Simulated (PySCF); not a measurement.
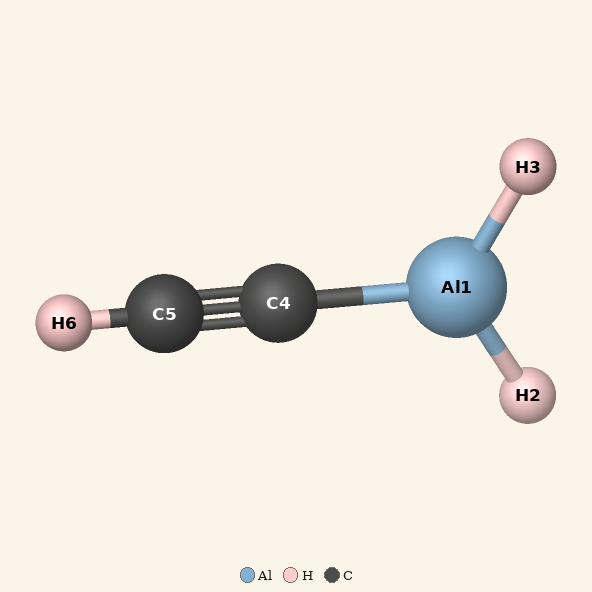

The computed structure is the end point of a PBE0-D3(BJ)/def2-SVP optimisation. No frequency run is at hand to confirm it as a minimum. Properties computed with delta-SCF UKS SCAN, pcX-2 on the ionised atom (unc-x2c-TZVPall on a metal), pcseg-1 elsewhere, spin-free X2C (PySCF 2.14.0).

Give the core-electron binding energies (to vacuum; p and d levels without spin–orbit splitting) of Al1 1s, Al1 2p, C4 1s, C5 1s.

| atom | level | binding energy (eV) |
| --- | --- | --- |
| Al1 | 1s | 1567.5 |
| Al1 | 2p | 81.0 |
| C4 | 1s | 290.1 |
| C5 | 1s | 290.6 |
